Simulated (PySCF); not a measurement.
CH10N2OSi2 (SMILES N[Si](N)(O)C[SiH3])

Input file:

```
{"job": {"kind": "uv", "xc": "CAM-B3LYP", "basis": "def2-SVPD", "nstates": 8, "ntriplets": 3}, "charge": 0, "multiplicity": 1}
N      0.374133    -0.149099    -1.978125
Si     0.436881     0.632571    -0.435971
N      1.969210     1.370192    -0.099616
O     -0.676523     1.835844    -0.413067
C      0.137819    -0.679352     0.899189
Si    -1.603590    -1.414015     0.914294
H      0.480613     0.437317    -2.791244
H     -0.387841    -0.788513    -2.135263
H      2.222127     2.179287    -0.644485
H      2.767844     0.762403    -0.026278
H     -0.721787     2.408426     0.347115
H      0.344618    -0.238674     1.873542
H      0.861590    -1.481838     0.772507
H     -1.705257    -2.396449     2.001545
H     -2.611766    -0.372822     1.133450
H     -1.895672    -2.096335    -0.351860
```

Launched as:

```sh
OMP_NUM_THREADS=1 python probes_run.py task.json out
```

Geometry: GFN2-xTB.

Theory: PySCF 2.14.0, CAM-B3LYP/def2-SVPD, SCF density, gas phase.

> What can the converged electron density and electron localisation function tell about the bonding?

Si–N (1.73 Å): ρ is about 1.1 e/Å³ halfway; the ELF peaks at about 0.95 between the atoms: a shared but strongly polarised pair.
C–Si (1.90 Å): the density is about 0.95 e/Å³ at the midpoint; the ELF peaks at about 0.95 between the atoms, as expected for a shared electron pair.
N–H (1.01 Å): ρ at the midpoint is about 2.8 e/Å³; the ELF climbs to about 1 towards the hydrogen, as it does in any bond to H; a covalent bond by its length.
C–H (1.09 Å): the density is about 1.9 e/Å³ at the midpoint; the ELF climbs to about 1 towards the hydrogen: an ordinary covalent bond to hydrogen.

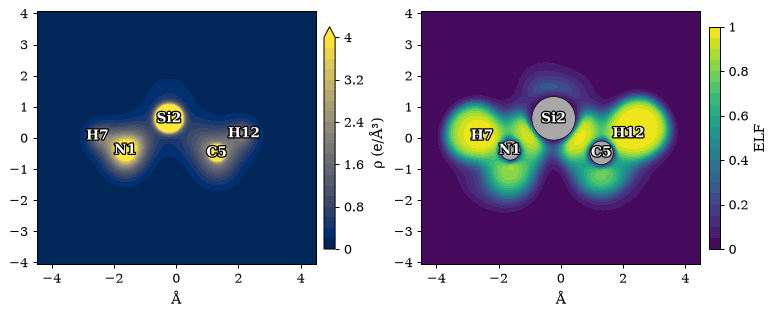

Computed electron density and electron localisation function on the plane of atoms Si2, N1 and H7, in this order. Grey discs cover the atomic cores in the ELF map. 
